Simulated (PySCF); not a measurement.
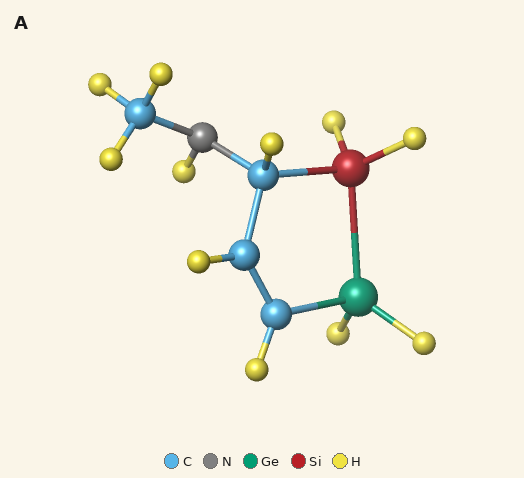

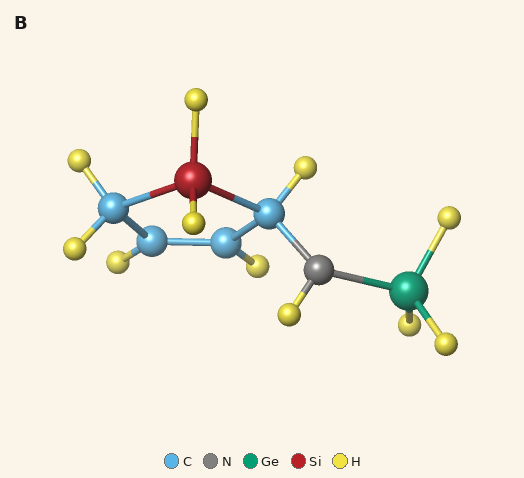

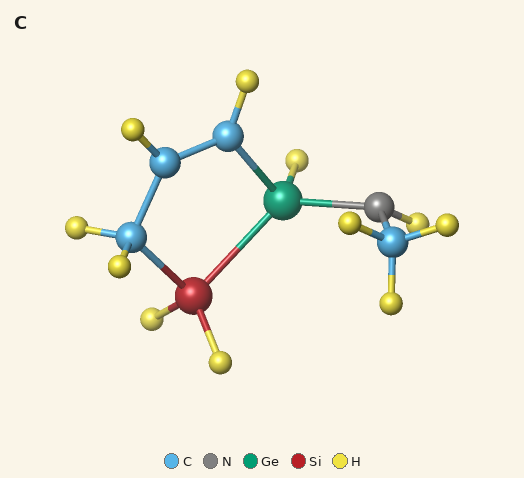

3 stationary structures of one formula. Geometries: GFN2-xTB. Electronic energies: CAM-B3LYP/def2-SVPD (PySCF 2.14.0), without zero-point energy. No frequency run is at hand to confirm each as a minimum. Each is one conformer, not always the lowest.

Question: How are they related?

Answer: They are constitutional isomers of C4H11GeNSi: A `CN[C@H]1C=[CH][GeH2][SiH2]1`, B `[GeH3][NH][C@H]1C=CC[SiH2]1`, C `C[NH][Ge@@H]1[CH]=CC[SiH2]1`.

Question: Rank them by energy, lowest first.

Answer: C is lowest; B lies 9.7 kcal/mol above it, A lies 16.9 kcal/mol above it.

The geometry is semi-empirical. Around Ge, Si such bond lengths and angles can be off by a tenth of an ångström or more and by several degrees, and values that hang on the shape move with them.
